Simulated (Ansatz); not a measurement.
The relaxed structure here is a generated cell of CdIn2O4: the first start was made by a random draw of sites in a space group, and the end was not matched to a known phase here, so it may be hypothetical.

One stationary structure of CdIn2O4. Level of theory: r2SCAN (plane waves to 500 eV, PAW, scalar-relativistic; Ansatz, a quantum-chemistry and plane-wave program).

Imm2 (No. 44), oI14; a = 3.2500 Å, b = 9.7714 Å, c = 5.7099 Å, α = β = γ = 90.00°.

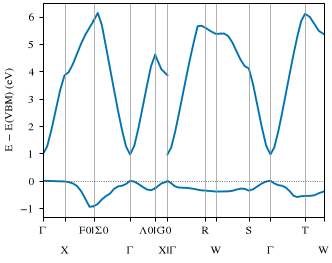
Figure. Highest filled and lowest empty band along the path of this cell's Brillouin zone

Read off the gap and say whether it is direct.

0.96 eV, direct at Γ (no spin-orbit coupling).

How far does the top valence band disperse along this path?

About 1.0 eV.

No spin polarisation in the result.

It was reached from a disturbed copy of a R-3m (No. 166) cell, against which it lies -0.50 eV/atom.
